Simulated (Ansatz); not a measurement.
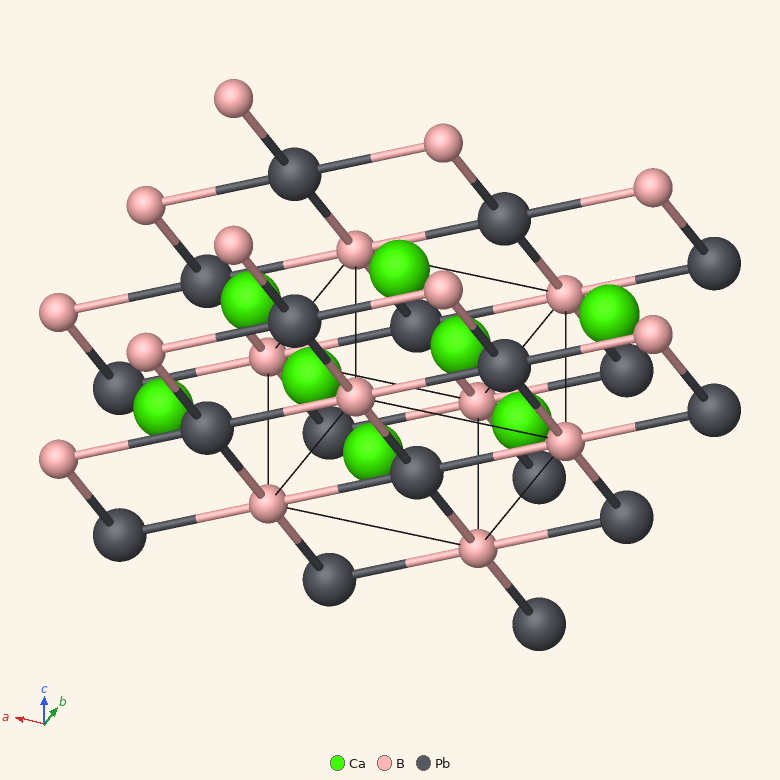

Ca2BPb (space group P4/mmm, No. 123). Coordinates: the input geometry of an electronic-structure calculation (not necessarily at equilibrium); the starting structure was generated, so it need not be a known form of this composition.

Bonds are taken as B–Pb below 4 Å; Ca is left out of the net, as the electropositive filling of the structure. Atoms with one bond or none are removed and atoms with two bonds are replaced by edges, until no such atom is left.

Question: What kind of net remains, and which atoms are its nodes?

Answer: A uninodal 4-connected, two-periodic (layers) net: B and Pb are 4-connected nodes.

Question: Does the net have a name?

Answer: It is the sql net, known from the square lattice.

Question: How do the layers lie?

Answer: The layers lie parallel to (001).

Question: Give the first five terms of the coordination sequence (nodes one, two, three … edges away).

Answer: B and Pb: 4, 8, 12, 16, 20.

Question: Give the point symbol of each node (shortest cycle at each angle).

Answer: B and Pb: 4⁴·6².
